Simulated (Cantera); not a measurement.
A closed system holds: 1 mol SiO2, 1.2 mol CH4, a varied amount of CO, at 2548 K and 750 Torr.

These are equilibrium values from Cantera (NASA tables, ideal gas, pure condensed phases), not measurements of a reactor. Candidate condensed phases: C, C6H6, C7H8, C8H18, H2O, Si, SiC, SiO2; 123 gas species. Gases not in the tables: Si2H6 and higher silanes. Rates play no part.

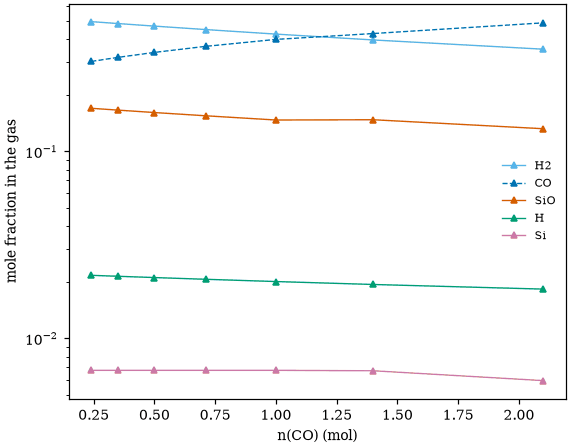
Equilibrium gas composition (values under 1e-9 drawn at 1e-9)

From 0.24 mol CO to 1 mol CO the condensed part is Si(l). From 1.4 mol CO to 2.1 mol CO the condensed part is SiC(s). The main Si-bearing gas is SiO throughout.
